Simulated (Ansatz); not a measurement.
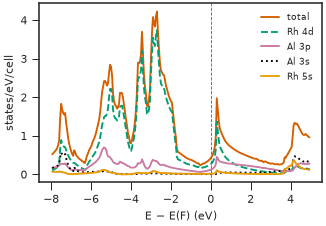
Figure. Total and projected density of states of AlRh (CsCl type, space group No. 221), r²SCAN in the plane-wave PAW code Ansatz

Task: Which orbitals carry the states next to the Fermi level?

Result: Within 0.5 eV of the Fermi level: Rh 4d 64 %, Al 3p 26 %. Projections are on Löwdin-orthogonalised atomic valence shells; empty p or d shells of many metals are not among them.

Task: Where is the tallest occupied peak in this window, and what makes it?

Result: Near -2.7 eV, about 4.2 states/eV per cell; the largest projected share is Rh 4d.

Space group Pm-3m (CsCl type). The cell is a constructed one: a structure type filled with these elements; the Crystallography Open Database copy checked does not list it. Whether it is the stable phase at ambient conditions was not checked. The r²SCAN relaxation kept the symmetry of its start; its stability against distortions is not shown here. The run is not spin-polarised. Scalar-relativistic: spin–orbit coupling is off unless named, which matters more the heavier the elements.

Potentials: the earlier of the program's two PAW sets.
